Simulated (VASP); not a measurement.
Band structure of CsBr (space group Pm-3m). All values below come from PBE GGA, VASP's PBE PAW potentials (set 64) (plane waves; VASP).

Unless said otherwise, spin-orbit coupling is left out, though it shifts the bands of the heavy elements here.

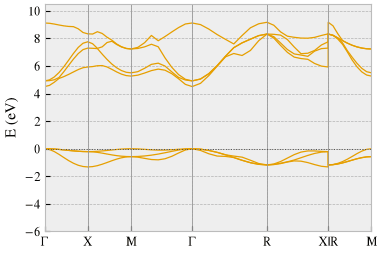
Figure. Bands along high-symmetry lines, zero at the valence-band maximum or, without a gap, the Fermi level

Problem. Read the plot: is there a gap, and where are the band edges?

Solution. The gap is direct, 4.51 eV, from the valence maximum at Γ to the conduction minimum at Γ.

The structure is a typed CsBr crystal (Pm-3m). The cell was not relaxed at this level.
